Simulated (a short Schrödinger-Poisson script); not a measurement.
Stack: gated In0.52Al0.48As/In0.53Ga0.47As modulation-doped gas in a quantum well, at 20 K.

| layer | material | thickness (nm) | Nd (cm⁻³) | Na (cm⁻³) |
|---|---|---|---|---|
| 1 | In0.52Al0.48As | 10 | - | - |
| 2 | In0.52Al0.48As | 40 | 1.3e18 | - |
| 3 | In0.52Al0.48As | 10 | - | - |
| 4 | In0.53Ga0.47As | 6 | - | - |
| 5 | In0.52Al0.48As | 4000 | - | 2e15 |

The device is made up for the run: typed textbook-type constants, with dimensions and the other settings drawn at random. In0.52Al0.48As: permittivity 12.5, conduction-band edge (eV) 0.52, gap (eV) 1.45, electron mass (mₑ) 0.075, Nv at 300 K (cm⁻³) 1.1e19. In0.53Ga0.47As: permittivity 13.9, conduction-band edge (eV) 0, gap (eV) 0.74, Nv at 300 K (cm⁻³) 7.7e18.

Channel valleys (confinement mass, in-plane density-of-states mass, number): Γ 0.041, 0.041, 1. At the gate the conduction-band edge of layer 1 lies 0.65 eV − eVg above the Fermi level of the channel; the field vanishes at the back. Donor level 0.05 eV below the band edge. The barrier under the gate holds no holes. Gaps are held at their typed values at every temperature. Mesh 0.08 nm at interfaces.

From a short Schrödinger-Poisson script (our own, NumPy): 1D Poisson equation in equilibrium, electrons quantum, Hartree plus LDA exchange-correlation (BenDaniel-Duke, 40 states a valley, the channel's in-plane mass for all, wave functions free to enter the barrier), parabolic valleys, classical holes, donors ionised by Fermi statistics, acceptors fully, no traps, pinning or gate leakage.

Only gate voltages with over 1e8 electrons/cm² are shown.

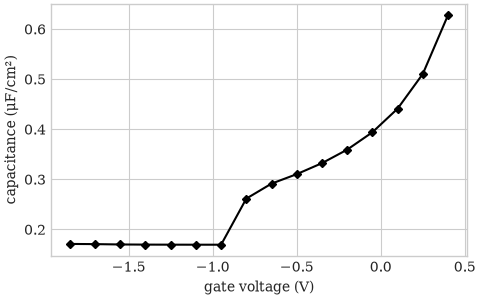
Figure: Quasi-static capacitance against gate voltage

```tsv
Vg (V)	electrons (cm⁻²)	in the channel layer	C (μF/cm²)	Γ E0 (meV)	Γ E1 (meV)
0.4	1.13e12	1.05e12	0.628	-66.0	50.1
0.25	1.13e12	1.05e12	0.510	-66.0	51.7
0.1	1.13e12	1.05e12	0.441	-66.0	53.6
-0.05	1.13e12	1.05e12	0.394	-66.0	55.6
-0.2	1.13e12	1.05e12	0.359	-66.0	58.0
-0.35	1.13e12	1.05e12	0.332	-66.0	60.9
-0.5	1.13e12	1.05e12	0.310	-65.9	64.4
-0.65	1.13e12	1.05e12	0.291	-65.8	68.8
-0.8	1.12e12	1.04e12	0.261	-65.4	76.1
-0.95	9.85e11	9.18e11	0.169	-57.5	125.3
-1.1	8.27e11	7.71e11	0.169	-48.3	179.5
-1.25	6.69e11	6.24e11	0.170	-39.0	230.7
-1.4	5.10e11	4.77e11	0.170	-29.8	265.6
-1.55	3.52e11	3.29e11	0.170	-20.6	275.7
-1.7	1.93e11	1.80e11	0.171	-11.3	285.7
-1.85	3.31e10	3.09e10	0.171	-1.3	296.0
```

Subbands count from the Fermi level.
